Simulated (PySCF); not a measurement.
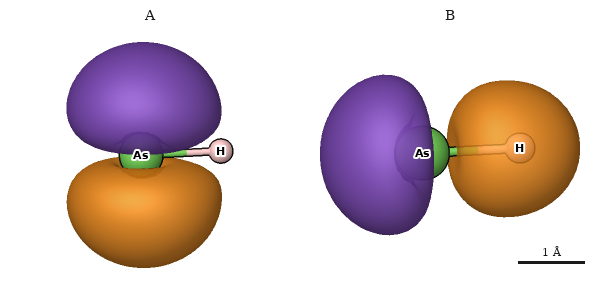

The picture shows: AsH (triplet). Two frontier α-spin orbitals, each drawn at the value that holds 80 % of its norm (orange and purple are the two phases), in no order; of a degenerate pair one member is drawn.

The calculation used PySCF 2.14.0, PBE0/aug-cc-pVDZ(-PP), non-relativistic Hamiltonian with scalar-relativistic core potentials where named, at a bond length of 1.540 Å.

Question: Label each orbital by symmetry, say whether it is occupied, and order them by energy.

Answer: Orbital B: σ, occupied in this spin, −9.47 eV; shared between the atoms (As 70 %, H 30 %).
Orbital A: π, occupied in this spin, −6.97 eV; almost wholly on As.
